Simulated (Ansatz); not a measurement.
## Molecular dynamics, with input and output: TiH2ClOF3 (part 4 of 4)

The same run, continued: TiH2ClOF3; RKS B3LYP/def2-SVP (Ansatz 0.2.0). It belongs to a series of runs on one base structure; here: dynamics from the highest image of the converged band.

Geometry of the input (Å):
```
Ti -0.5756  -0.3852  -0.3182
Cl 1.9378  -1.0561  0.4241
F  -0.2692  -0.9580  -1.9233
F  -1.1880  -1.6164  0.7355
F  -1.9870  0.6049  -0.5367
H  1.4611  0.3491  0.5970
O  0.4485  1.0917  0.3609
H  0.1725  1.9697  0.6608
```

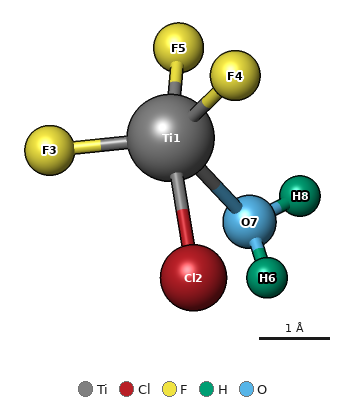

The geometry at step 140 of the log (ball-and-stick view, seen at a tilt; atoms are numbered from 1 in the order of the input).

**Trajectory as extended XYZ, continued**
```
8
Properties=species:S:1:pos:R:3:forces:R:3 step=112 time_fs=56.0 energy=-45861.49820 temperature=483.0
Ti   -0.5139   -0.4570   -0.3110    1.5879   0.2924   0.0169
Cl    1.7607   -1.1343    0.3512   -0.5095   0.2832  -0.1181
F    -0.1427   -0.8132   -1.9671   -0.3932  -0.3574  -0.0086
F    -1.1409   -1.5134    0.8877   -0.4570  -0.6660   0.0799
F    -1.9875    0.4519   -0.5535    0.1221   0.4504   0.1215
H     1.2618    0.9702    0.6745    2.8142  -1.2256   0.9340
O     0.4641    1.3270    0.3659   -2.8739   1.1307  -0.9326
H     0.1593    1.9908    1.0014   -0.2906   0.0924  -0.0930
8
Properties=species:S:1:pos:R:3:forces:R:3 step=115 time_fs=57.5 energy=-45861.53692 temperature=531.2
Ti   -0.5082   -0.4600   -0.3119    1.4273   0.1563   0.2254
Cl    1.7541   -1.1352    0.3487   -0.5022   0.3142  -0.0998
F    -0.1449   -0.8158   -1.9707   -0.3942  -0.3438   0.0373
F    -1.1458   -1.5207    0.8922   -0.3287  -0.4531  -0.1555
F    -1.9809    0.4526   -0.5514    0.1509   0.4308   0.1219
H     1.2616    0.9939    0.7128    2.0467  -1.0035   0.5304
O     0.4613    1.3470    0.3676   -1.7515   0.3664  -0.8780
H     0.1712    1.9996    1.0057   -0.6484   0.5328   0.2183
8
Properties=species:S:1:pos:R:3:forces:R:3 step=118 time_fs=59.0 energy=-45861.58167 temperature=588.0
Ti   -0.5018   -0.4630   -0.3126    1.1961   0.1130   0.4398
Cl    1.7472   -1.1359    0.3462   -0.4342   0.3523  -0.0588
F    -0.1476   -0.8188   -1.9742   -0.3869  -0.3341   0.0840
F    -1.1510   -1.5285    0.8965   -0.1902  -0.2455  -0.3887
F    -1.9741    0.4537   -0.5492    0.1999   0.3889   0.1238
H     1.3025    0.9973    0.7611   -0.5890   0.0209  -0.7020
O     0.4564    1.3675    0.3683    0.8739  -0.7202   0.4047
H     0.1696    2.0189    1.0139   -0.6695   0.4248   0.0971
8
Properties=species:S:1:pos:R:3:forces:R:3 step=121 time_fs=60.5 energy=-45861.51168 temperature=500.0
Ti   -0.4949   -0.4660   -0.3131    0.9433   0.0695   0.6258
Cl    1.7400   -1.1364    0.3436   -0.3652   0.3908  -0.0218
F    -0.1508   -0.8221   -1.9777   -0.3778  -0.3230   0.1306
F    -1.1565   -1.5366    0.9005   -0.0553  -0.0483  -0.6060
F    -1.9670    0.4554   -0.5468    0.2541   0.3458   0.1287
H     1.3331    1.0003    0.7955   -1.9316   0.5688  -1.3412
O     0.4524    1.3871    0.3694    1.9461  -0.8903   1.4654
H     0.1542    2.0466    1.0236   -0.4135  -0.1133  -0.3813
8
Properties=species:S:1:pos:R:3:forces:R:3 step=125 time_fs=62.5 energy=-45861.55830 temperature=559.5
Ti   -0.4850   -0.4698   -0.3134    0.6356  -0.0866   0.7896
Cl    1.7301   -1.1367    0.3402   -0.3328   0.4106  -0.0152
F    -0.1556   -0.8272   -1.9820   -0.3705  -0.3006   0.1934
F    -1.1638   -1.5474    0.9046    0.1037   0.1921  -0.8568
F    -1.9571    0.4582   -0.5434    0.3186   0.3083   0.1414
H     1.3119    1.0228    0.7980   -1.5774   0.5873  -1.0659
O     0.4511    1.4114    0.3740    1.3164  -0.5663   1.5124
H     0.1207    2.0786    1.0229   -0.0937  -0.5448  -0.6990
8
Properties=species:S:1:pos:R:3:forces:R:3 step=128 time_fs=64.0 energy=-45861.62937 temperature=648.5
Ti   -0.4772   -0.4728   -0.3132    0.4302  -0.2489   0.8471
Cl    1.7224   -1.1366    0.3376   -0.3360   0.4144  -0.0280
F    -0.1597   -0.8314   -1.9851   -0.3671  -0.2804   0.2427
F    -1.1692   -1.5552    0.9065    0.2053   0.3481  -1.0102
F    -1.9493    0.4607   -0.5407    0.3598   0.2934   0.1552
H     1.2573    1.0537    0.7733    0.4556  -0.1053   0.0700
O     0.4521    1.4288    0.3798   -0.6827  -0.0790   0.1388
H     0.0923    2.0903    1.0060   -0.0651  -0.3423  -0.4154
8
Properties=species:S:1:pos:R:3:forces:R:3 step=131 time_fs=65.5 energy=-45861.53973 temperature=536.8
Ti   -0.4693   -0.4759   -0.3126    0.2176  -0.3634   0.8680
Cl    1.7145   -1.1363    0.3349   -0.3081   0.4241  -0.0248
F    -0.1643   -0.8360   -1.9878   -0.3604  -0.2626   0.2943
F    -1.1744   -1.5627    0.9073    0.2953   0.4758  -1.1327
F    -1.9411    0.4635   -0.5378    0.4012   0.2770   0.1700
H     1.2137    1.0815    0.7508    2.9310  -1.0821   1.4197
O     0.4522    1.4460    0.3857   -2.9655   0.3791  -1.7406
H     0.0622    2.0951    0.9805   -0.2112   0.1520   0.1463
8
Properties=species:S:1:pos:R:3:forces:R:3 step=134 time_fs=67.0 energy=-45861.58168 temperature=588.5
Ti   -0.4612   -0.4791   -0.3116   -0.0265  -0.3589   0.8726
Cl    1.7065   -1.1357    0.3323   -0.2081   0.4287   0.0080
F    -0.1692   -0.8408   -1.9902   -0.3464  -0.2502   0.3461
F    -1.1792   -1.5697    0.9068    0.3761   0.5699  -1.2233
F    -1.9324    0.4667   -0.5347    0.4461   0.2491   0.1828
H     1.2267    1.0890    0.7557    1.8699  -0.4973   1.0654
O     0.4486    1.4636    0.3894   -1.8246  -0.5947  -1.7940
H     0.0277    2.1029    0.9580   -0.2864   0.4533   0.5426
8
Properties=species:S:1:pos:R:3:forces:R:3 step=137 time_fs=68.5 energy=-45861.60705 temperature=620.7
Ti   -0.4532   -0.4825   -0.3102   -0.2820  -0.2638   0.8593
Cl    1.6983   -1.1348    0.3297   -0.0549   0.4320   0.0632
F    -0.1746   -0.8459   -1.9922   -0.3271  -0.2424   0.3948
F    -1.1836   -1.5760    0.9050    0.4431   0.6309  -1.2804
F    -1.9232    0.4701   -0.5313    0.4863   0.2172   0.1929
H     1.2774    1.0869    0.7823   -0.8666   0.7606  -0.1097
O     0.4427    1.4804    0.3909    0.6054  -1.6937  -0.5196
H    -0.0123    2.1194    0.9462   -0.0042   0.1593   0.3994
8
Properties=species:S:1:pos:R:3:forces:R:3 step=140 time_fs=70.0 energy=-45861.52013 temperature=511.2
Ti   -0.4453   -0.4860   -0.3085   -0.4992  -0.1829   0.8113
Cl    1.6901   -1.1337    0.3271    0.0927   0.4255   0.1148
F    -0.1803   -0.8513   -1.9938   -0.3084  -0.2350   0.4376
F    -1.1875   -1.5815    0.9016    0.4883   0.6632  -1.3032
F    -1.9134    0.4738   -0.5278    0.5092   0.2004   0.2023
H     1.3120    1.0997    0.8076   -2.1645   1.2719  -0.6795
O     0.4374    1.4950    0.3915    1.4059  -1.7249   0.4505
H    -0.0522    2.1388    0.9426    0.4759  -0.4182  -0.0337
8
Properties=species:S:1:pos:R:3:forces:R:3 step=143 time_fs=71.5 energy=-45861.54233 temperature=539.5
Ti   -0.4376   -0.4895   -0.3063   -0.6478  -0.1770   0.7192
Cl    1.6819   -1.1323    0.3246    0.1991   0.3922   0.1439
F    -0.1864   -0.8569   -1.9949   -0.2934  -0.2256   0.4736
F    -1.1908   -1.5863    0.8968    0.5078   0.6708  -1.2931
F    -1.9031    0.4777   -0.5240    0.5090   0.2084   0.2123
H     1.3023    1.1390    0.8193   -1.9773   1.1502  -0.5956
O     0.4339    1.5072    0.3928    0.9690  -1.3199   0.6103
H    -0.0821    2.1498    0.9386    0.7336  -0.6991  -0.2706
8
Properties=species:S:1:pos:R:3:forces:R:3 step=146 time_fs=73.0 energy=-45861.64128 temperature=664.1
Ti   -0.4302   -0.4932   -0.3039   -0.7386  -0.2192   0.5894
Cl    1.6738   -1.1307    0.3221    0.2792   0.3455   0.1606
F    -0.1928   -0.8629   -1.9954   -0.2809  -0.2158   0.5036
F    -1.1936   -1.5904    0.8905    0.5039   0.6536  -1.2531
F    -1.8922    0.4819   -0.5200    0.4903   0.2358   0.2226
H     1.2527    1.2020    0.8194   -0.1473   0.4083   0.2638
O     0.4317    1.5178    0.3947   -0.6228  -0.7660  -0.3564
H    -0.0970    2.1466    0.9293    0.5163  -0.4423  -0.1306
8
Properties=species:S:1:pos:R:3:forces:R:3 step=149 time_fs=74.5 energy=-45861.59385 temperature=606.0
Ti   -0.4231   -0.4970   -0.3011   -0.8089  -0.2320   0.4413
Cl    1.6660   -1.1289    0.3198    0.3792   0.3015   0.1875
F    -0.1996   -0.8690   -1.9953   -0.2665  -0.2092   0.5270
F    -1.1957   -1.5937    0.8828    0.4818   0.6087  -1.1856
F    -1.8807    0.4863   -0.5158    0.4624   0.2696   0.2312
H     1.2019    1.2733    0.8263    2.5782  -0.5621   1.6097
O     0.4284    1.5272    0.3961   -2.6696  -0.4068  -2.0927
H    -0.1016    2.1346    0.9177   -0.1566   0.2303   0.2816
8
Properties=species:S:1:pos:R:3:forces:R:3 step=153 time_fs=76.5 energy=-45861.67182 temperature=703.6
Ti   -0.4143   -0.5022   -0.2972   -0.9091  -0.1175   0.2426
Cl    1.6559   -1.1261    0.3169    0.5878   0.2310   0.2497
F    -0.2090   -0.8776   -1.9943   -0.2402  -0.2086   0.5389
F    -1.1978   -1.5971    0.8704    0.4249   0.4994  -1.0507
F    -1.8646    0.4927   -0.5097    0.4111   0.3123   0.2351
H     1.2115    1.3525    0.8840    1.0374  -0.2117   0.5342
O     0.4192    1.5387    0.3937   -0.5577  -1.1722  -1.2139
H    -0.1151    2.1278    0.9124   -0.7541   0.6674   0.4640
8
Properties=species:S:1:pos:R:3:forces:R:3 step=156 time_fs=78.0 energy=-45861.65710 temperature=685.8
Ti   -0.4082   -0.5061   -0.2941   -0.9715   0.0239   0.0856
Cl    1.6487   -1.1239    0.3149    0.7705   0.1721   0.3034
F    -0.2165   -0.8843   -1.9929   -0.2179  -0.2129   0.5306
F    -1.1988   -1.5989    0.8597    0.3579   0.3827  -0.9164
F    -1.8519    0.4979   -0.5048    0.3555   0.3506   0.2336
H     1.2501    1.4049    0.9441   -1.4499   0.1287  -1.1691
O     0.4109    1.5457    0.3899    1.4812  -0.9286   1.0448
H    -0.1419    2.1376    0.9190   -0.3257   0.0835  -0.1126
8
Properties=species:S:1:pos:R:3:forces:R:3 step=159 time_fs=79.5 energy=-45861.57599 temperature=583.5
Ti   -0.4025   -0.5101   -0.2910   -1.0073   0.1637  -0.0928
Cl    1.6420   -1.1216    0.3130    0.9441   0.1169   0.3525
F    -0.2241   -0.8913   -1.9908   -0.1964  -0.2189   0.5114
F    -1.1993   -1.6003    0.8479    0.2701   0.2431  -0.7591
F    -1.8389    0.5035   -0.4996    0.2863   0.3986   0.2311
H     1.2605    1.4592    0.9808   -2.2214   0.0402  -1.8139
O     0.4045    1.5514    0.3874    1.6847  -0.1763   2.3037
H    -0.1756    2.1492    0.9231    0.2398  -0.5673  -0.7329
8
Properties=species:S:1:pos:R:3:forces:R:3 step=162 time_fs=81.0 energy=-45861.63855 temperature=662.5
Ti   -0.3972   -0.5139   -0.2879   -1.0141   0.2962  -0.2946
Cl    1.6358   -1.1192    0.3114    1.1036   0.0677   0.3967
F    -0.2320   -0.8985   -1.9881   -0.1765  -0.2259   0.4843
F    -1.1996   -1.6014    0.8353    0.1647   0.0856  -0.5846
F    -1.8255    0.5096   -0.4942    0.2077   0.4542   0.2294
H     1.2255    1.5143    0.9801   -1.3879  -0.1903  -1.3530
O     0.4002    1.5569    0.3879    0.7468   0.2187   2.0278
H    -0.2049    2.1494    0.9122    0.3558  -0.7061  -0.9060
8
Properties=species:S:1:pos:R:3:forces:R:3 step=165 time_fs=82.5 energy=-45861.68647 temperature=722.0
Ti   -0.3924   -0.5176   -0.2849   -0.9906   0.4281  -0.5068
Cl    1.6304   -1.1168    0.3100    1.2542   0.0237   0.4395
F    -0.2401   -0.9060   -1.9849   -0.1578  -0.2343   0.4489
F    -1.1997   -1.6024    0.8220    0.0453  -0.0859  -0.3985
F    -1.8119    0.5162   -0.4885    0.1233   0.5170   0.2288
H     1.1635    1.5653    0.9525    1.1579  -0.3264   0.3866
O     0.3968    1.5626    0.3909   -1.3170  -0.0509  -0.0149
H    -0.2274    2.1354    0.8825   -0.1152  -0.2712  -0.5836
```

**Key numbers**

```json
{"quantity": "outcome", "value": "finished"}
{"quantity": "mean temperature over the second half", "value": "529 K"}
{"quantity": "trajectory", "value": "165 steps, 82.5 fs"}
{"quantity": "ensemble", "value": "nve"}
{"quantity": "temperature in the input", "value": "300.0 K"}
{"quantity": "time step", "value": "0.5 fs"}
{"quantity": "potential energy (last step)", "value": "−45861.6868 eV"}
{"quantity": "mean-field energy (last step)", "value": "−45861.6868 eV"}
{"quantity": "largest force (length of the vector) (last step)", "value": "1.329 eV/Å"}
{"quantity": "wall time", "value": "12 min (CPU time 22 min)"}
{"quantity": "peak memory", "value": "0.3 GiB"}
```

**Notes**

So short a trajectory is not equilibrated.
